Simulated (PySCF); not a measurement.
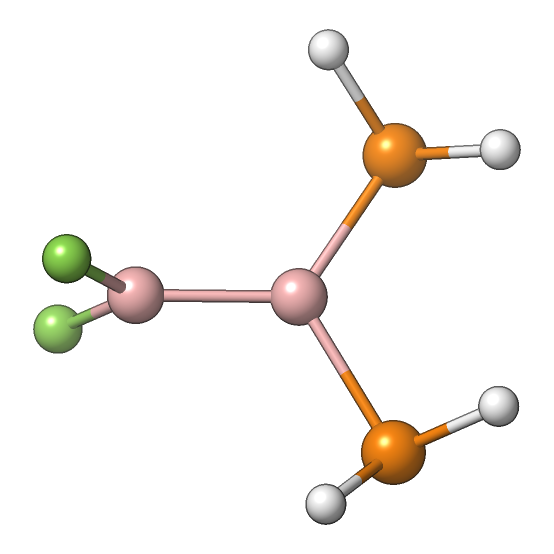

The picture shows a molecular structure as a ball-and-stick model. Colours: fluorine green, boron pink, phosphorus orange, hydrogen white.

Computed geometry: GFN2-xTB optimisation. No frequency run is at hand to confirm it as a minimum.

What is the molecular formula?

B2F2H4P2, 10 atoms: 2 boron, 2 fluorine, 4 hydrogen and 2 phosphorus.

Does it have rings?

It has no ring.

More results for the same structure follow; atom numbers are the same in all pictures, views and colours differ.

### Geometry

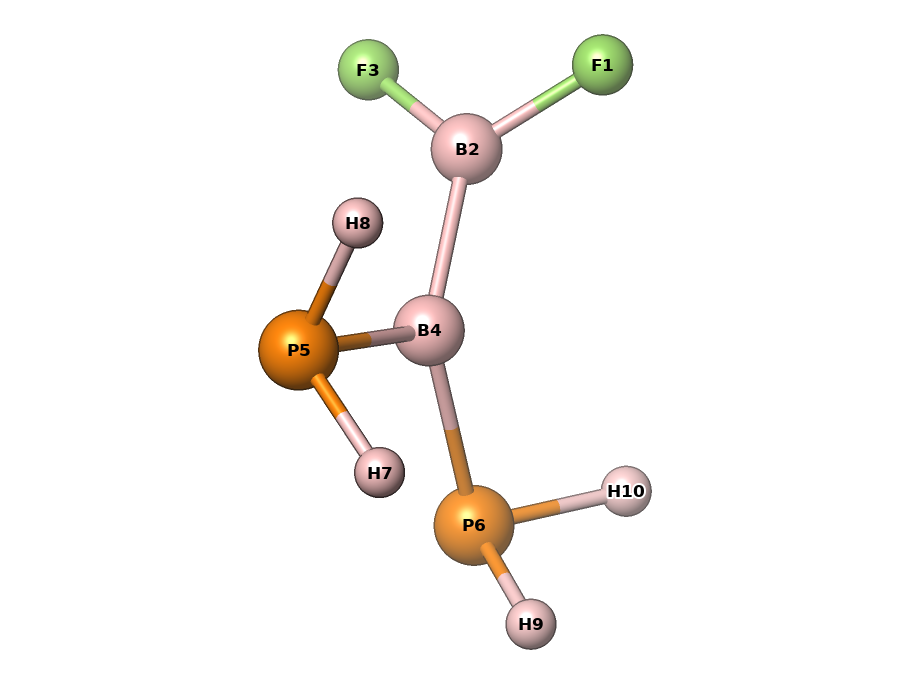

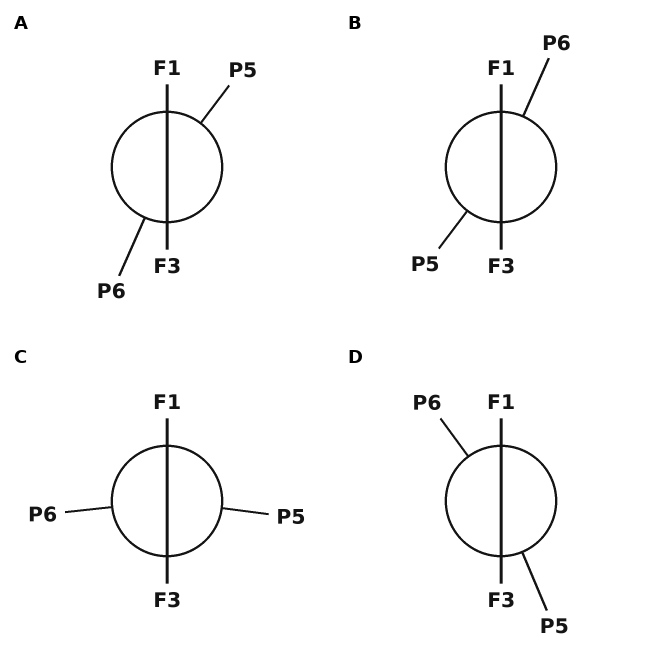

Depth is shown by fading: the farther an atom, the more it takes the colour of the background. Bonds that would overlap in a projection are set slightly apart. No frequency run is at hand to confirm it as a minimum.

Which Newman projection shows the view along B2–B4, with B2 in front?

C. The torsion angle F1–B2–B4–P5 is 97°, about perpendicular.

### Excitation

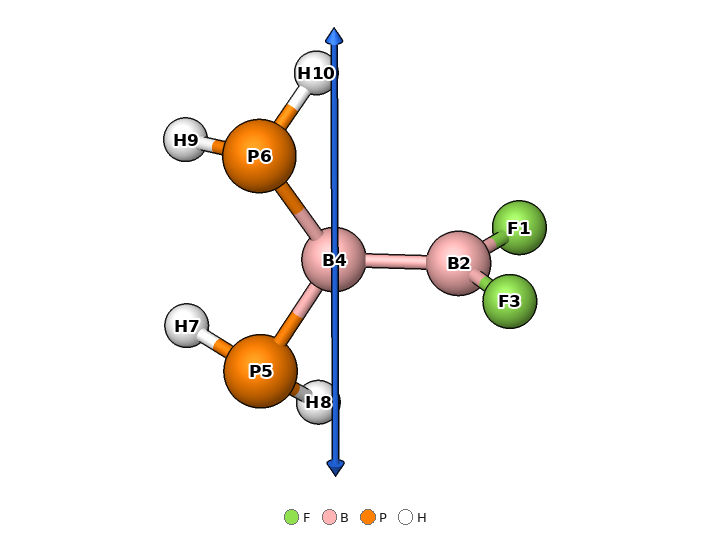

The double arrow shows the direction of the transition dipole to excited singlet state 1 (its length means nothing). No frequency run is at hand to confirm it as a minimum. Method: TDDFT CAM-B3LYP/def2-SVPD, vertical, gas phase, core orbitals frozen in the response (PySCF 2.14.0).

Where does the transition lie, and how strong is it?

4.38 eV (283 nm), oscillator strength 0.12, mainly HOMO → LUMO (weight 0.93); transition dipole 2.73 D.

### Core levels

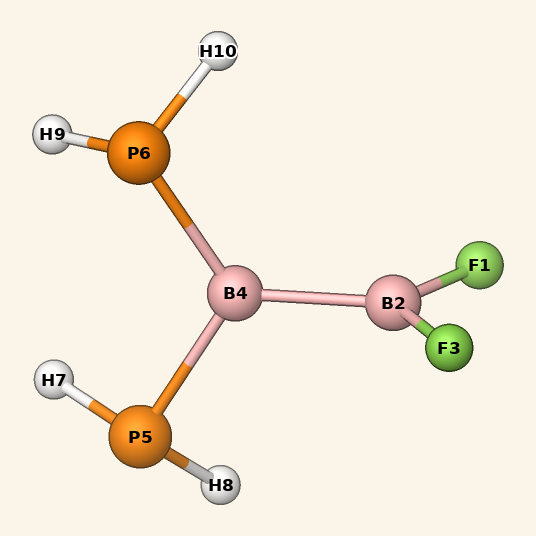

No frequency run is at hand to confirm it as a minimum. Properties computed with delta-SCF UKS SCAN, pcX-2 on the ionised atom, pcseg-1 elsewhere, spin-free X2C (PySCF 2.14.0).

Give the core-electron binding energies (to vacuum; p and d levels without spin–orbit splitting) of F1 1s, B2 1s, B4 1s, P5 1s, P5 2p.

```csv
atom,level,binding energy (eV)
F1,1s,693.1
B2,1s,198.7
B4,1s,195.6
P5,1s,2150.1
P5,2p,136.9
```

### Polarisability

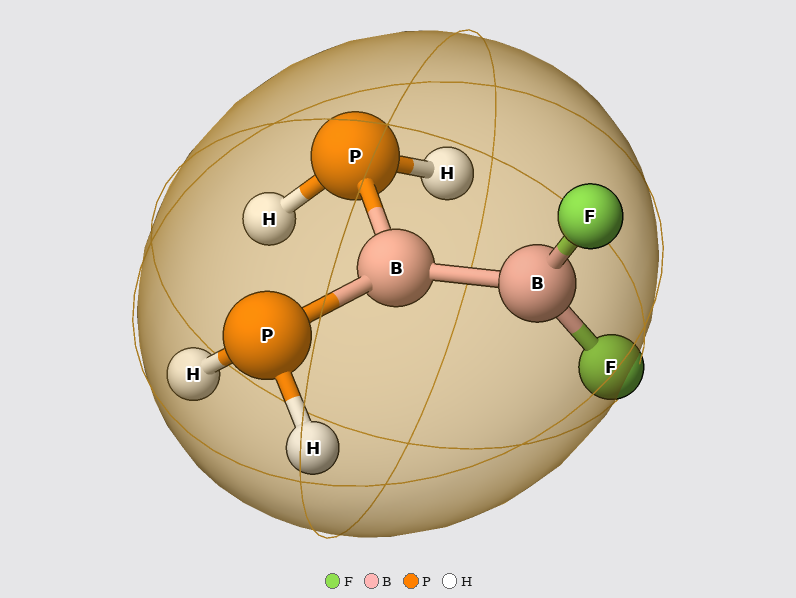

The ellipsoid shows the static dipole polarisability: its half-axes are proportional to the principal values. No frequency run is at hand to confirm it as a minimum. Level of theory: CAM-B3LYP/def2-SVPD (PySCF 2.14.0).

How large and how anisotropic is the polarisability?

Principal values 65.8, 81.7, 99.7 bohr³; mean 82.4 bohr³ (12.21 Å³); anisotropy 29.4 bohr³, so the longest axis is 1.52 times the shortest.

The geometry is semi-empirical. Around B, P such bond lengths and angles can be off by a tenth of an ångström or more and by several degrees, and values that hang on the shape move with them.
